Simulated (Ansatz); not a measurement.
## What x(Ge) = 0.625, 8 atoms, Cm does to Si

Consider Si in the diamond structure (space group Fd-3m, No. 227; a = 5.4703 Å).

The other end (x = 1) is Ge in the diamond structure (space group Fd-3m, No. 227): 23.91 Å³/atom, gap zero.

One thing is altered: Ge replaces 62.5 % of the Si, ordered in a cell of 8 atoms (starting symmetry Cm) and fully relaxed.

All numbers come from PBE/PAW in Ansatz (a quantum-chemistry and plane-wave program), spin-orbit coupling left out. Γ-centred 9×9×5 mesh, Fermi–Dirac width 0.05 eV, for the changed cell.

The volume per atom rises by 1.94 Å³, from 20.46 Å³ to 22.40 Å³ and the density goes up by 1.87 g/cm³ to 4.15 g/cm³. The shortest interatomic distance grows by 0.006 bohr, from 4.476 bohr to 4.482 bohr and the band gap drops by 0.176 eV (0.61 eV → 0.44 eV). The gap character (in this cell's own zone, which can be folded) comes out as indirect, Γ → L₂ and the valence-band top at Γ (three highest levels, from the VBM) becomes 0.00, -0.02, -0.03 eV (base: 0.00, 0.00, 0.00 eV). The mixing energy amounts to +0.02 eV/atom (to 0.01 eV only: unlike meshes or grids) and the deviation of the volume from the linear (Vegard-type) interpolation comes out as -0.9 %.

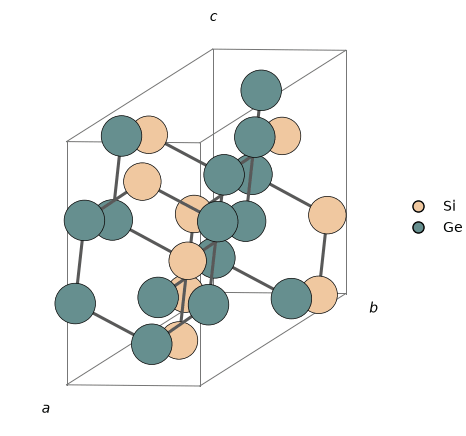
Figure. The relaxed conventional cell after the change

Cost of the whole job for the changed cell (relaxation, final SCF and bands): very roughly 11 core-minutes.

Each cell is one ordered arrangement of few atoms, which overstates ordering effects compared with a random alloy. Whether these cells are dynamically stable was not tested. A zero or small gap of Ge can be the functional's error rather than a property of the material. k-point labels follow each cell's own Brillouin zone.
